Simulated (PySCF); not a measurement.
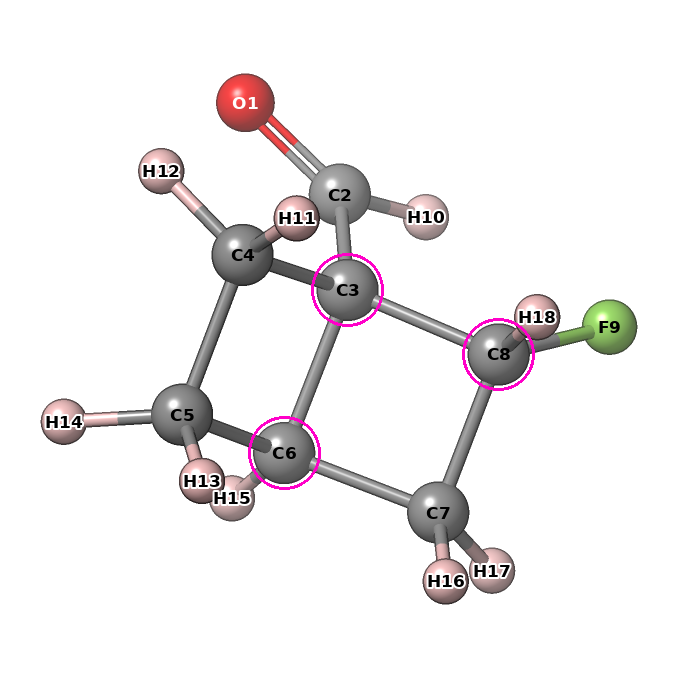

Depth is shown by fading: the farther an atom, the more it takes the colour of the background. Circles mark the stereogenic atoms. The geometry was computed by an optimisation with PBE0-D3(BJ)/def2-SVP. No frequency run is at hand to confirm it as a minimum.

**Give the R/S and E/Z labels.**

C3: R (priorities C8 > C2 > C6 > C4); C6: R (priorities C3 > C7 > C5 > H15); C8: R (priorities F9 > C3 > C7 > H18).

**Write the isomeric SMILES.**

O=C[C@@]12CC[C@@H]1C[C@H]2F
